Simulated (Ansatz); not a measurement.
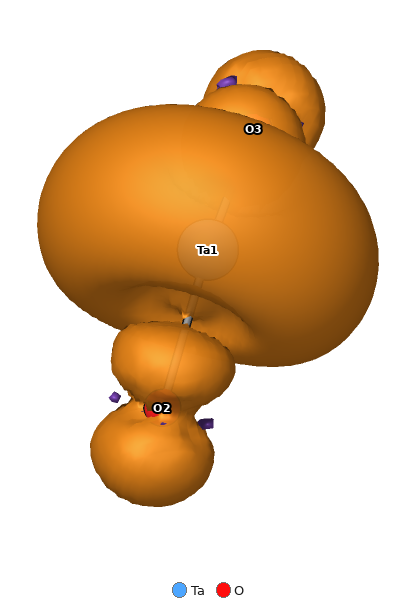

Figure 1: O$_{2}$Ta (charge −1, quintet). Isosurfaces of the spin density at +0.04 (orange) and −0.04 e/Å³ (purple), seen at an oblique angle.

Geometry: PBE-D4/def2-TZVPD; core potentials replace the inner electrons of Ta; the highest occupied orbital lies above zero, a sign that basis and functional describe the outermost electron poorly.

These are results of UKS PBE0-D4/def2-TZVPD (Ansatz), not measurements.

| atom | x (Å) | y (Å) | z (Å) |
| --- | --- | --- | --- |
| Ta | -0.3032 | 0.0344 | 0.0416 |
| O | 0.4457 | 1.5257 | 0.8475 |
| O | -0.1425 | -1.5600 | -0.8892 |

> Where is the unpaired spin?

The unpaired spin (4 electrons) lies mostly on Ta1 (about 3.0), O2 (about 0.5) and O3 (about 0.5), in electrons by Hirshfeld's partition.
